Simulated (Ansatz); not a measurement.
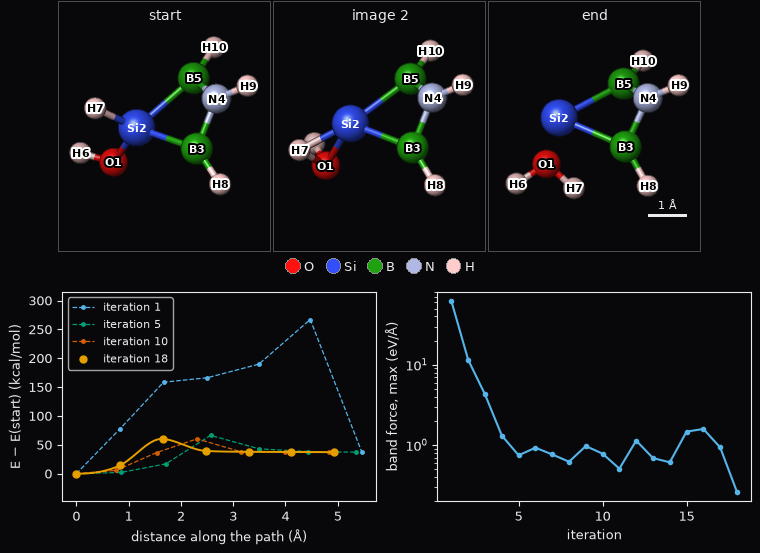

A search for the minimum-energy path of B2SiNH5O by the nudged elastic band. Images are numbered from 0 (start) to 6 (end). The plot follows the band through its iterations. The picture is a ball-and-stick view, seen at a tilt.

Level of theory: RKS PBE-D4/def2-SVP (Ansatz). Set-up: 5 movable images; climbing image; force threshold 0.5 eV/Å; iteration limit 60; starting path through a guess of the saddle point.

Did the band converge, and can the barrier be trusted?

The run is converged, with reservations. The band converged in 18 iterations. The largest component of the band force went from 62 to 0.26 eV/Å. The climbing image converged on the top of the path. Its curvatures weren't checked. The force threshold is loose. The first iteration put the highest image at 267.2 kcal/mol. The energy climbs by 60.3 kcal/mol to image 2 and then falls by 23.0 kcal/mol, so the end point sits at +37.3 kcal/mol.

The run took 90 s on 2 threads of AMD EPYC 9R14 (Zen 4), on a shared host, peak memory 0.17 GiB.
